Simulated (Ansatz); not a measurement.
**UB2PLYP/def2-TZVPPD run of SO (sulfur oxide)**

What is the electronic atomisation energy of SO (sulfur oxide) at UB2PLYP/def2-TZVPPD? 

The calculation is run with Ansatz 0.2.0.

36 further runs of the same task are left out: 4 that didn't finish, 32 set aside as unsound or not needed.

## (1) Starting point

SO: 2 atoms, total charge 0, spin state triplet. SMILES: `O=S`. Geometry: the measured bond length.

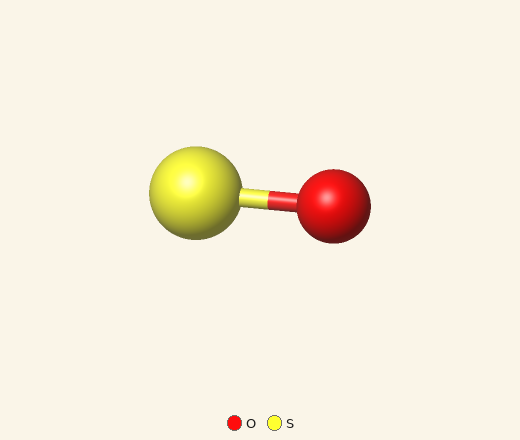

Viewed from a chosen angle; oxygen red, sulfur yellow.

## (2) The energy at UB2PLYP/def2-TZVPPD

File in.yaml:

```yaml
crystal:
  periodic: [false, false, false]
  atoms:
    - {symbol: O, position_ang: [0.000000, 0.000000, 0.000000]}
    - {symbol: S, position_ang: [0.000000, 0.000000, 1.481087]}
basis:
  gaussian:
    orbitals: def2-TZVPPD.json
total_charge: 0
magnetization:
  spin_polarized: true
  initial_magnetization: 2
hamiltonian:
  xc: {name: B2PLYP}
correlation:
  frozen_orbitals: {O: 1, S: 5}
accuracy: high
output: {orbitals: {seedname: orbitals}}
```

The basis set def2-TZVPPD is read from a file made from the Basis Set Exchange's data (not shown).

Started as:

```
$ ansatz run in.yaml --threads 1 --pin off --max-ram 3480MiB --events-out events.jsonl --progress --plain --runs-dir runs
```

Standard output:

```text
Warning: RAYON_NUM_THREADS=1 ignored (pool sized by the plan → 1); use --threads N
Functional definition: B2PLYP
  name "B2PLYP"
  parameter a = 0.53
  parameter c = 0.27
  exchange = (1 - a)*b88_x + a*exact_x
  correlation = (1 - c)*lyp_c + c*(mp2_os + mp2_ss)
1205 factors; integrals over basis functions are off by at most 3.4e-9 eV
mean field evaluation 1: about -12871.3297 eV, gradient 2.8e1 eV
mean field evaluation 2: about -12871.3800 eV, gradient 2.8e1 eV
mean field evaluation 4: about -12874.1434 eV, gradient 2.3e0 eV
mean field evaluation 8: about -12874.1816 eV, gradient 2.6e-1 eV
mean field evaluation 16: about -12874.1824 eV, gradient 2.2e-4 eV
mean field -12874.18244333 eV, -473.1174783583 hartree, gradient 6.0e-8 eV, S^2 2.024044; 0 other end points of the search recorded, 0 dependent functions left out
6 core orbitals not correlated: weight in the atoms' cores, before any rotation towards them, 1.000 or more for the frozen orbitals, at most 0.000 for the correlated occupied ones
reference -12874.18246361 eV, -473.1174791035 hartree; 7, 5 occupied and 78, 80 virtual orbitals, 1205 factors
second order -12.82562461 eV of doubles, -0.00000000 eV of singles
Total energy: -12877.64538226 eV, -473.2447390164 hartree
```

It took 6.3 s on 1 thread of Arm Neoverse V1, shared host; peak memory 0.23 GiB.

## (3) The O atom

File job.yaml:

```yaml
crystal:
  periodic: [false, false, false]
  atoms:
    - {symbol: O, position_ang: [0.000000, 0.000000, 0.000000]}
basis:
  gaussian: {orbitals: def2-TZVPPD.json}
magnetization: {spin_polarized: true, initial_magnetization: 2}
hamiltonian: {xc: {name: B2PLYP}}
correlation: {frozen_orbitals: {O: 1}}
accuracy: high
```

The basis set def2-TZVPPD is read from a file made from the Basis Set Exchange's data (not shown).

Started as:

```
$ ansatz run job.yaml --threads 1 --pin off --max-ram 3480MiB --events-out events.jsonl --progress --plain --runs-dir runs
```

Standard output, cut to the lines that bear on the results:

```text
Warning: RAYON_NUM_THREADS=1 ignored (pool sized by the plan → 1); use --threads N
[... 2 set-up lines as earlier in the session ...]
[...]
387 factors; integrals over basis functions are off by at most 3.2e-9 eV
[...]
mean field -2041.06373050 eV, -75.0077086133 hartree, gradient 9.0e-9 eV, S^2 2.005478; 0 other end points of the search recorded, 0 dependent functions left out
1 core orbitals not correlated: weight in the atoms' cores, before any rotation towards them, 1.000 or more for the frozen orbitals, at most 0.000 for the correlated occupied ones
reference -2041.06374805 eV, -75.0077092581 hartree; 4, 2 occupied and 35, 37 virtual orbitals, 387 factors
second order -4.54445284 eV of doubles, -0.00000000 eV of singles
Total energy: -2042.29075031 eV, -75.0528007596 hartree
```

Wall time 0.68 s (1 thread of Arm Neoverse V1, shared host).

## (4) The S atom

File run.yaml:

```yaml
crystal:
  periodic: [false, false, false]
  atoms:
    - symbol: S
      position_ang: [0.000000, 0.000000, 0.000000]
basis:
  gaussian: {orbitals: def2-TZVPPD.json}
magnetization: {spin_polarized: true, initial_magnetization: 2}
hamiltonian: {xc: {name: B2PLYP}}
correlation: {frozen_orbitals: {S: 5}}
accuracy: high
```

The basis set def2-TZVPPD is read from a file made from the Basis Set Exchange's data (not shown).

Run the same way, it converges to -397.99119 Eh (log not shown).

## (5) What came out

Level: UB2PLYP/def2-TZVPPD, 6 core orbitals frozen.

```
                                                          quantity          value
                                            molecule: total energy  -473.24474 Eh
molecule: HOMO energy (SCF part's orbitals) (highest over α and β)       -9.10 eV
 molecule: LUMO energy (SCF part's orbitals) (lowest over α and β)       -1.76 eV
                                                    molecule: ⟨S²⟩          2.024
                                              O atom: total energy   -75.05280 Eh
                                                      O atom: ⟨S²⟩          2.005
                                              S atom: total energy  -397.99119 Eh
                                                      S atom: ⟨S²⟩          2.007
                                     electronic atomisation energy       5.463 eV
```

What this shows: Taking the molecule apart into free atoms costs 5.46 eV (527 kJ/mol), before zero-point energy and without spin-orbit coupling.
